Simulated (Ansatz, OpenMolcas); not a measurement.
## B2NH2OF (SMILES OB1NB1F): methods side by side

B2NH2OF: 7 atoms, total charge 0, spin state singlet. SMILES: `OB1NB1F`. The coordinates come from a PBE0-D4/def2-TZVP relaxation. This is one conformer, not always the lowest.

```xyz
7

O    -1.2767    0.1764    1.3081
B    -0.3790    0.1502    0.3042
N     0.6322   -0.7682   -0.0948
B     0.5870    0.3397   -0.9541
F     1.2500    0.7241   -2.0253
H    -1.8294    0.9602    1.2934
H     1.0772   -1.6504    0.1229
```

Quantity: the energy change with the O1–H6 bond stretched from 0.959 to 2.110 Å, in eV. The values are calculated.

```tsv
level	kind	program	value (eV)	less CCSD(T)/def2-SVP	CPU time (all runs)
HF/def2-SVP (unrestricted)	Hartree–Fock	OpenMolcas	6.69	+2.31	20 s
revPBE/def2-SVP (restricted)	GGA	OpenMolcas	4.37	-0.01	69 s
TPSS/def2-SVP (restricted)	meta-GGA	OpenMolcas	4.55	+0.17	94 s
PBE0/def2-SVP (restricted)	global hybrid	OpenMolcas	5.22	+0.84	57 s
HSE06/def2-SVP (restricted)	range-separated hybrid	Ansatz	5.20	+0.82	13 s
B2PLYP/def2-SVP (restricted)	double hybrid	OpenMolcas	4.99	+0.61	45 s
PBE-QIDH/def2-SVP (restricted)	double hybrid	Ansatz	5.53	+1.15	17 s
RPA@PBE/def2-SVP (restricted)	RPA	Ansatz	4.43	+0.05	19 s
CCSD(T)/def2-SVP (restricted)	coupled cluster or CI	Ansatz	4.38	0.00	38 s
```

Differences are taken from CCSD(T)/def2-SVP (restricted) for orientation; it has basis-set and higher-order errors of its own. Its T1 diagnostic reaches 0.027, a sign that one reference may not serve. At this stretch a single reference begins to fail. The first shape isn't each level's own minimum. The values span 4.37 to 6.69 eV. Times are those of the runs behind each value, whatever else they computed, on shared processors of several kinds: orders of magnitude only.

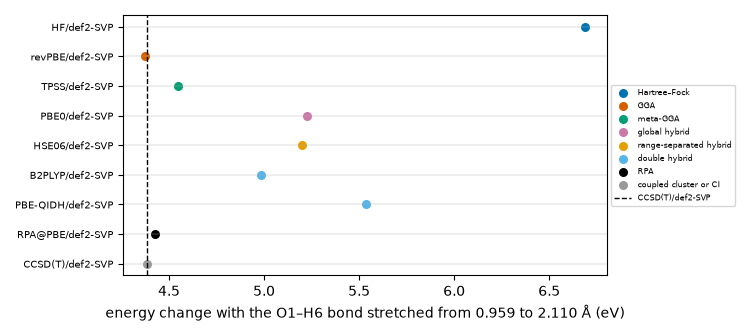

The values of the table, level by level.
